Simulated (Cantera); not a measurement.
Feed: 1 mol AlBr3, 1.9 mol NH3, 1.8 mol N2, held at 0.120 bar.

These are equilibrium values from Cantera (NASA tables, ideal gas, pure condensed phases), not measurements of a reactor. Candidate condensed phases: Al, AlBr3, AlN, Br2; 19 gas species. The numbers say what is thermodynamically allowed, not how fast it happens.

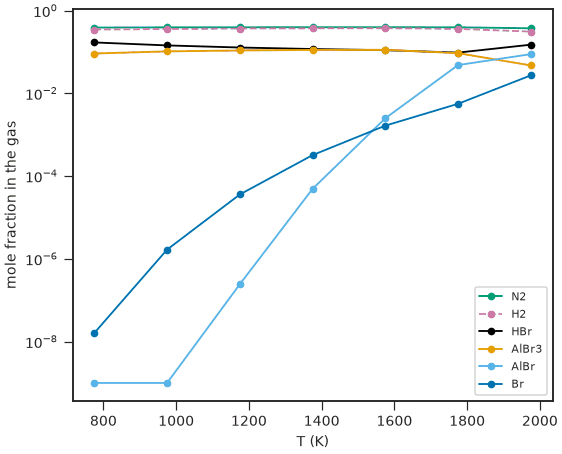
Fig. 1. Equilibrium gas composition (values under 1e-9 drawn at 1e-9)

From 775 K to 1775 K the condensed part is AlN(s). At 1975 K nothing is condensed. The main Al-bearing gas is AlBr3 at 775 K and AlBr at 1975 K. The share of Al in condensed phases is highest at 775 K (37.3 %) and lowest at 1975 K (0.0 %).
